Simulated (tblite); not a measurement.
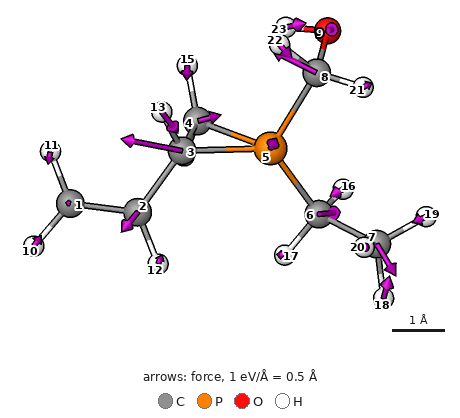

Starting geometry of C₇H₁₄OP (charge +1) with the computed forces as purple arrows. The picture is a ball-and-stick view, seen face on.

All numbers below come from GFN2-xTB geometry optimisation, gas phase (tblite 0.8.0). 

**What follows when this structure is relaxed?**

It isn't relaxed: the largest force vector, on a C atom, is 2.66 eV/Å. The final displacements have little in common with the starting forces (cosine between the two patterns 0.16). Over 159 geometry steps the energy falls by 22.2 kcal/mol. The largest move after the best rigid fit is that of an H atom, 2.17 Å. Largest moves by element: H 2.17 Å, C 0.89 Å, O 0.83 Å, P 0.38 Å. Among the contacts that change: C–P 1.749 → 1.835 Å, C–H 1.142 → 1.087 Å, C–P 1.849 → 1.795 Å, C–P 1.785 → 1.828 Å. Bond angles that change, for instance: C–C–C 112.2° → 119.9°, O–C–H 106.4° → 113.5°, C–C–H 122.7° → 116.3°. Groups turn about C–O by about 135°, C–C by about 55°, C–P by about 35°.
